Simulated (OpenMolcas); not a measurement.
## Run report: BH, single-point calculation (part 3 of 3)

The same run, continued: BH (borane(1)), multiplicity 3; CCSD(T)/def2-TZVPPD, ROHF (OpenMolcas 26.06). The geometry is that of the parent species in another charge or spin state.

Geometry of the input (Å):
```
B  0.0000  0.0000  0.0000
H  0.0000  0.0000  1.2324
```

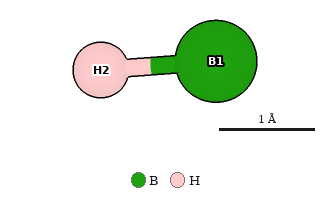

Fig. 1: The structure (ball-and-stick view, seen at a tilt; atoms are numbered from 1 in the order of the input).

### The program's output, continued
```
      Total energy (diff) :     -25.18071858       0.00000001
      Correlation energy  :        -0.0659704464887
      Reference energy    :       -25.1147481322620
      E1aa   contribution :      -0.00051224
      E1bb   contribution :      -0.00056457
      E2aaaa contribution :      -0.01203757
      E2bbbb contribution :       0.00000000
      E2abab contribution :      -0.05285606

 Five largest amplitudes of :T1aa
  SYMA   SYMB   SYMI   SYMJ     A      B      I      J     VALUE
    1      0      1      0     17      0      1      0    -0.0132129370
    1      0      1      0      6      0      3      0     0.0129330438
    1      0      1      0     20      0      3      0     0.0114621053
    1      0      1      0     11      0      1      0    -0.0095983013
    1      0      1      0     13      0      3      0     0.0095493962
 Euclidian norm is :     0.0334182964

 Five largest amplitudes of :T1bb
  SYMA   SYMB   SYMI   SYMJ     A      B      I      J     VALUE
    1      0      1      0      1      0      1      0    -0.0541097728
    1      0      1      0     19      0      1      0     0.0193172880
    1      0      1      0     10      0      1      0     0.0106490294
    1      0      1      0     36      0      1      0    -0.0076108722
    1      0      1      0     17      0      1      0    -0.0067964170
 Euclidian norm is :     0.0605290676

 Five largest amplitudes of :T2aaaa
  SYMA   SYMB   SYMI   SYMJ     A      B      I      J     VALUE
    1      1      1      1     20     16      3      2     0.0179064026
    1      1      1      1     18      1      3      2    -0.0148555195
    1      1      1      1     11      9      3      2     0.0138383071
    1      1      1      1     22      9      3      2     0.0125760462
    1      1      1      1     24     22      3      2     0.0125489163
 Euclidian norm is :     0.0864250499

 Five largest amplitudes of :T2bbbb
  SYMA   SYMB   SYMI   SYMJ     A      B      I      J     VALUE
    0      0      0      0      0      0      0      0     0.0000000000
    0      0      0      0      0      0      0      0     0.0000000000
    0      0      0      0      0      0      0      0     0.0000000000
    0      0      0      0      0      0      0      0     0.0000000000
    0      0      0      0      0      0      0      0     0.0000000000
 Euclidian norm is :     0.0000000000

 Five largest amplitudes of :T2abab
  SYMA   SYMB   SYMI   SYMJ     A      B      I      J     VALUE
    1      1      1      1      1      3      2      1     0.0371347699
    1      1      1      1      1      3      1      1    -0.0332712976
    1      1      1      1     17      2      3      1     0.0305384322
    1      1      1      1     10      3      1      1    -0.0256367476
    1      1      1      1      1     12      1      1    -0.0255814005
 Euclidian norm is :     0.1833997162

      Happy Landing!

  **********************************
   Triples Contribution Calculation
  **********************************

 NORB  53
 NOA    3
 NOB    1
 NVA   50
 NVB   52

 NUMBER OF IRREPS             :  1
 MULTIPLICITY                 :  3
 OVERALL SYMMETRY STATE       :  1
 METHOD                       : CCSD+T(CCSD)+<T3(1)WT1>+<T3(1)UT2> = CCSD(T)
 TYPE OF DENOMINATOR          : DIAGONAL
 SPIN ADAPTATION             : NONE
 CCSD RESULTS LOAD FROM FILE : RSTART
 PREFERENCE MATRIX MULT.     : NORMAL
 DENOMINATOR SHIFT FOR OCC.  :  0.00000E+00
 DENOMINATOR SHIFT FOR VIRT. :  0.00000E+00
 LEVEL OF OUTPUT PRINTING    : MINIMAL
 INPUT/OUTPUT HANDLING       : Standard SQ
 MATRIX HANDLING             : ESSL
 IJ CYCLE SEGMENTED          : NO

  Work space requirements :               677716
  Allocation of work space : Done
       CCSD     =       -25.1807185787508
       T3 corr. =        -0.0014456642891
       CCSD + T3=       -25.1821642430399
  T3 energy decomposition into spin parts
  Eaaa =  -5.1377939117173532E-005
  Eaab =  -1.3942863499783274E-003
  Eabb =   0.0000000000000000
  Ebbb =   0.0000000000000000

      Happy Landing!

--- Stop Module: ccsdt /rc=_RC_ALL_IS_WELL_ ---

.##################.
.# Happy landing! #.
.##################.

    Timing: Wall=4.38 User=3.34 System=1.01
```

### Summary

| quantity | value |
| --- | --- |
| outcome | converged |
| total energy | −25.182164 hartree |
| SCF energy | −25.114748 hartree |
| CCSD energy | −25.180719 hartree |
| correlation energy | −0.067416 hartree |
| (T) correction | −0.001446 hartree |
| basis functions | 54 |
| wall time | 4.8 s |
| peak memory | 0.39 GiB |
